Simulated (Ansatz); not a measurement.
# ClH2InO2···H2: what the fields show

Input

```
crystal:
  periodic: [false, false, false]
  atoms:
    - { symbol: In, position_ang: [-0.031224, -0.386792, -0.145899] }
    - { symbol: Cl, position_ang: [0.065538, -0.537923, 2.26905] }
    - { symbol: O, position_ang: [1.668906, -0.3912, -1.178027] }
    - { symbol: H, position_ang: [2.432024, -0.497958, -0.590319] }
    - { symbol: O, position_ang: [-1.807981, -0.303381, -1.036006] }
    - { symbol: H, position_ang: [-2.524268, -0.358842, -0.385852] }
    - { symbol: H, position_ang: [0.074837, 2.399461, 0.876587] }
    - { symbol: H, position_ang: [0.082667, 1.879735, 1.375167] }
basis:
  gaussian: { orbitals: def2-SVP }
hamiltonian:
  xc: b3lyp
  dispersion: d4
relax:
  f_tol: 0.03
  max_steps: 50
output:
  orbitals: {}
```

Launched as:

```sh
ansatz run input.yaml --threads 2 --pin off --max-ram 3072MiB --backend cpu --events-out ev --progress --plain --runs-dir out
```

The fields are those of the run's last geometry, not of the input's.

Core potentials replace the inner electrons of In.

Level of theory: Ansatz, RKS B3LYP-D4/def2-SVP.

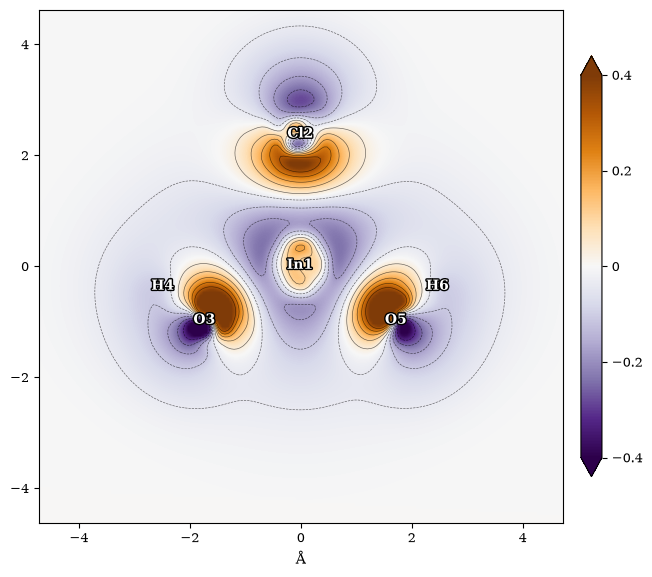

Figure 1. One frontier orbital on the plane of atoms In1, O3 and H4 (values in Å⁻³ᐟ²; the overall sign is arbitrary).

### Which orbital is it: HOMO or LUMO?

The LUMO, at −2.36 eV. Its weight (Hirshfeld) is mainly on In1 (about 50 %), Cl2 (about 15 %), O3 (about 15 %) and O5 (about 15 %).

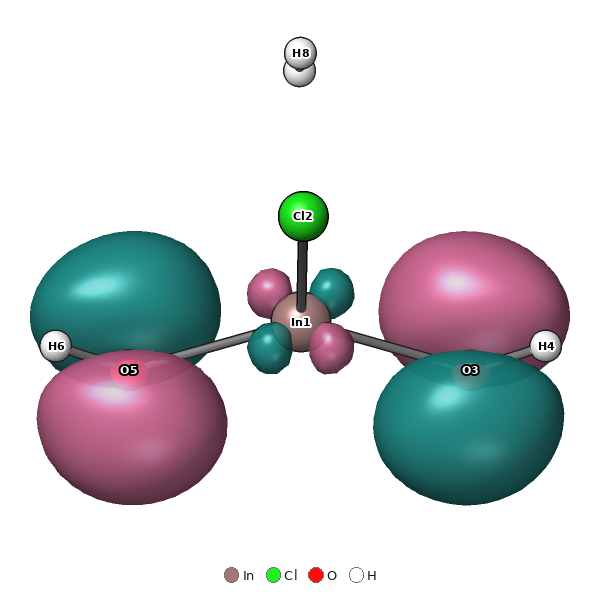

Figure 2. One frontier orbital at ±0.1 Å⁻³ᐟ² (teal and pink are the two phases), seen across its widest extent.

### Which orbital is it: HOMO or LUMO?

The HOMO, at −8.23 eV. Its weight (Hirshfeld) is mainly on O3 (about 45 %), O5 (about 45 %) and In1 (about 5 %); largely a combination of lone pairs on O3 and O5.
